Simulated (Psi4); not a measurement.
# Two attempts at CH5BeN (BeMe(NH2))

Wanted: a single-point energy of CH5BeN (BeMe(NH2)), MP2/aug-cc-pV(T+d)Z (density fitting, density fitting for correlation).

The calculation is run with Psi4 1.11.

2 further runs of the same task are left out: 2 set aside as unsound or not needed.

## 1. The structure to begin with

The species is CH5BeN (8 atoms), meant as a singlet with charge 0. SMILES: `[CH3][Be][NH2]`. Geometry: a GFN2-xTB relaxation, a rough one for these elements and not checked as a minimum.

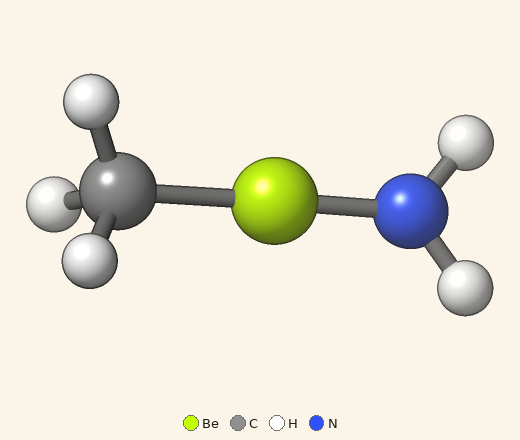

The structure, seen from a chosen angle (beryllium green, carbon grey, hydrogen white, nitrogen blue).

## 2. Try one

Input file job.dat:

```
memory 1600 MB

molecule molecule1 {
  Be    -0.890090    -0.444960     1.840100
  C     -0.001530    -0.017480     1.418010
  H      0.076390     0.971210     1.866650
  H      0.807740    -0.592530     1.864870
  H     -0.910090    -0.444960     1.840100
  N      0.006290     0.020430    -1.820140
  H      0.806980     0.031590    -2.431050
  H     -0.796400     0.040810    -2.428360
  units angstrom
}

set {
  scf_type df
  mp2_type df
}

energy_value = energy('mp2/aug-cc-pV(T+d)Z')
```

Started as:

```console
$ psi4 job.dat job.out -n 1
```

job.out:

```text
Psi4 1.11 release

qcelemental.exceptions.ValidationError: Following atoms are too close: [(0, np.int64(4), np.float64(0.019999999999999907))]

Printing out the relevant lines from the Psithon --> Python processed input file:
    from psi4.driver.wrapper_database import database, db, DB_RGT, DB_RXN
    from psi4.driver.wrapper_autofrag import auto_fragments
    psi4_io = core.IOManager.shared_object()
    core.set_memory_bytes(1600000000)

--> molecule1 = geometry("""
      Be    -0.890090    -0.444960     1.840100
      C     -0.001530    -0.017480     1.418010
      H      0.076390     0.971210     1.866650
      H      0.807740    -0.592530     1.864870
      H     -0.910090    -0.444960     1.840100

!----------------------------------------------------------------------------------!
!                                                                                  !
!  Following atoms are too close: [(0, np.int64(4),                                !
!     np.float64(0.019999999999999907))]                                           !
!                                                                                  !
!----------------------------------------------------------------------------------!

    Psi4 run time: 0:00:00.00
```

It took 0.92 s on 1 thread of Intel Xeon Platinum 8488C (Sapphire Rapids), shared host; peak memory 0.13 GiB.

## 3. Diagnosis

The input was rejected.

The telling line is `Following atoms are too close: [(0, np.int64(4),`. The fault: two atoms lie on top of or far too near each other. As the program read them, the closest atoms are 0.02 Å apart, against 1.01 Å in the sound input.

## 4. Second attempt

Input file job.dat:

```
memory 1.6 GB

molecule {
  0 1
  Be     0.010610    -0.009070    -0.310080
  C     -0.001530    -0.017480     1.418010
  H      0.076390     0.971210     1.866650
  H      0.807740    -0.592530     1.864870
  H     -0.910090    -0.444960     1.840100
  N      0.006290     0.020430    -1.820140
  H      0.806980     0.031590    -2.431050
  H     -0.796400     0.040810    -2.428360
}

set globals {
  scf_type df
  mp2_type df
}

e_tot, wfn = energy("mp2/aug-cc-pV(T+d)Z", return_wfn=True)
```

Started as:

```console
$ psi4 -n 1 job.dat job.out
```

job.out:

```text
[...]
  Running in c1 symmetry.
[...]
  Nuclear repulsion =   51.148315421945938
[...]
  Multiplicity = 1
[...]
  Nalpha       = 11
  Nbeta        = 11
[...]
    Number of basis functions: 253
[...]
   @DF-RHF iter   1:  -109.69695528334464   -1.01194e+00   2.91154e-03 DIIS/ADIIS
[...]
   @DF-RHF iter  10:  -109.95167818706283   -1.36723e-10   7.56472e-09 DIIS
[...]
    Orbital Energies [Eh]
    ---------------------
    Doubly Occupied:
       1A    -15.515143     2A    -11.173533     3A     -4.631401
       4A     -1.100453     5A     -0.903344     6A     -0.620483
       7A     -0.574224     8A     -0.518899     9A     -0.518093
      10A     -0.427284    11A     -0.391284
[...]
  @DF-RHF Final Energy:  -109.95167818706283
   => Energetics <=
    Nuclear Repulsion Energy =             51.1483154219459379
    One-Electron Energy =                -249.4517046438947716
    Two-Electron Energy =                  88.3517110348860086
    Total Energy =                       -109.9516781870628250
[...]
 Multipole Moments:
 ------------------------------------------------------------------------------------
     Multipole            Electronic (a.u.)      Nuclear  (a.u.)        Total (a.u.)
 ------------------------------------------------------------------------------------
 L = 1.  Multiply by 2.5417464519 to convert [e a0] to [Debye]
 Dipole X            :          0.0441719           -0.0385299            0.0056420
 Dipole Y            :         -0.0161881            0.0142825           -0.0019057
 Dipole Z            :         -2.3352803            1.9512852           -0.3839952
 Magnitude           :                                                    0.3840413
[...]
```

Run time: 4.8 s. Hardware: 1 thread of Intel Xeon Platinum 8488C (Sapphire Rapids), shared host; peak memory 0.54 GiB.

## 5. What came out

Level: MP2/aug-cc-pV(T+d)Z (density fitting, density fitting for correlation).

```
                             quantity          value
                         total energy  -110.46070 Eh
  HOMO energy (Hartree–Fock orbitals)      -10.65 eV
  LUMO energy (Hartree–Fock orbitals)        0.50 eV
HOMO–LUMO gap (Hartree–Fock orbitals)       11.14 eV
                   correlation energy     -509.0 mEh
```
